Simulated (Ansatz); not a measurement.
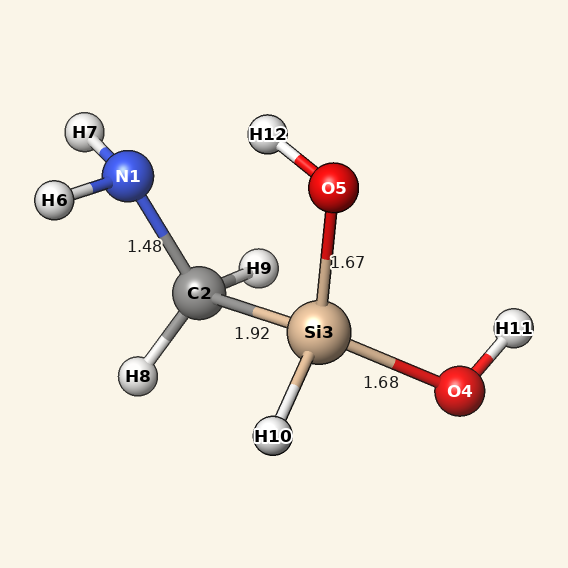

The numbers beside the sticks are distances in Å. Sticks don't show bond order. The computed structure is the end point of a PBE-D4/def2-SVP optimisation. No frequency run is at hand to confirm it as a minimum.

Q: Which of the marked bonds are single, double, triple or aromatic?

A: N1–C2 single; C2–Si3 single; Si3–O4 single; Si3–O5 single.

Q: Write the SMILES.

A: NC[SiH](O)O
